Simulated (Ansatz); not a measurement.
**H4OSi···NH3: density, localisation and related maps**

```xyz
10

Si    0.0652   -0.5044   -0.4812
N     0.3260    0.2166    2.6239
H    -0.4747    0.3369    3.2196
H     1.1058    0.6624    3.0747
H     1.1840    0.4495   -0.3879
H    -1.2126    0.1354   -0.1206
H    -0.0386   -0.9516   -1.8985
O     0.3566   -1.8658    0.4302
H     0.3387   -2.6999   -0.0095
H     0.5223   -0.7683    2.5723
```

Level of theory: Ansatz, RHF/def2-SVP.

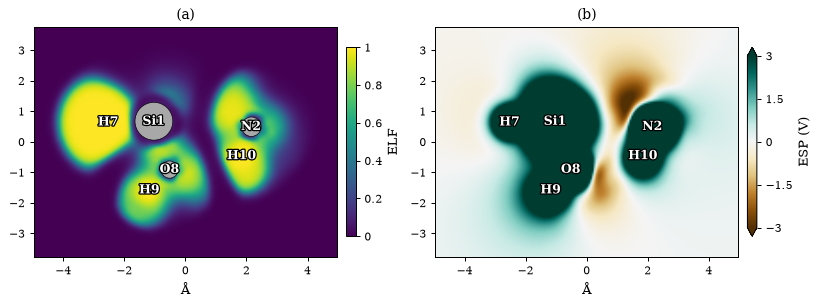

Figure 1. (a) electron localisation function; (b) molecular electrostatic potential on the plane of atoms H7, Si1 and O8. Grey discs cover the atomic cores in the ELF map.

Question: Describe what can be read from this map.

Answer: The section cuts through Si, N, H and O sites. Si1···N2 (3.20 Å): the ELF dips to about 0 between them. Si–O (1.66 Å): the ELF peaks at about 0.90 between the atoms; a polar covalent bond. O–H (0.94 Å): the ELF climbs to about 1 towards the hydrogen, as it does in any bond to H: a covalent bond by its length. N–H (1.01 Å): the ELF climbs to about 1 towards the hydrogen: a covalent bond by its length. Si–H (1.49 Å): the ELF climbs to about 1 towards the hydrogen. The ELF also peaks beside O8, away from the bonds: lone-pair regions. Outside the dense part of the complex the potential is most negative (−3.1 V) near N2.

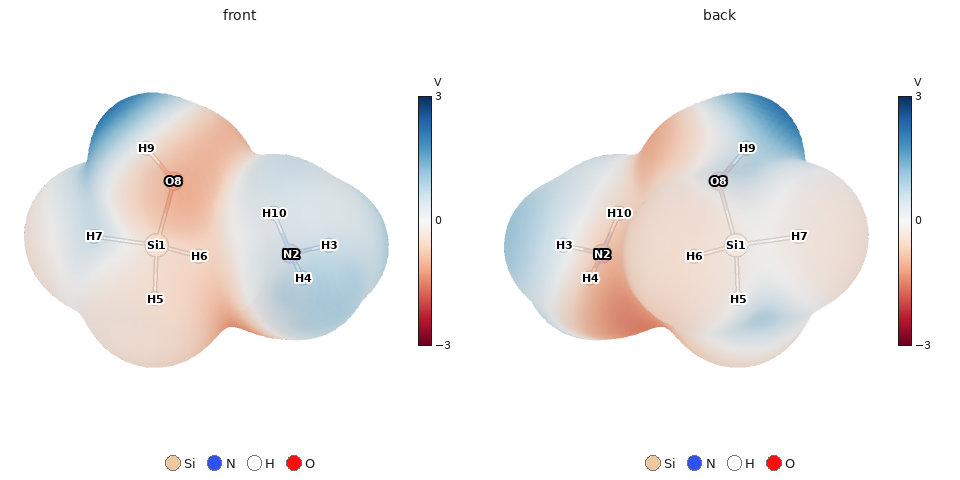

Figure 2. The electrostatic potential painted on the density surface at 0.001 e/bohr³, seen from the front and from behind; the colour scale runs from red (negative) to blue (positive).

Question: Where is the surface potential most negative and most positive?

Answer: The most negative region (about −1.5 V) lies over N2, the most positive (about +2.0 V) over H9. N2 is the likeliest acceptor of a hydrogen bond.

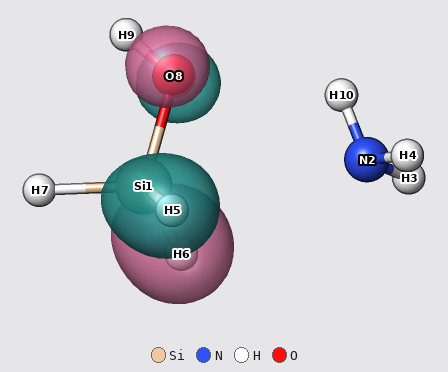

Figure 3. The HOMO−1 at ±0.2 Å⁻³ᐟ² (teal and pink are the two phases), seen at a tilt.

Question: Where does this orbital lie, and at what energy?

Answer: Its weight (Hirshfeld) is mainly on Si1 (about 30 %), H6 (about 25 %), O8 (about 25 %) and H5 (about 20 %). Its energy is −12.10 eV.
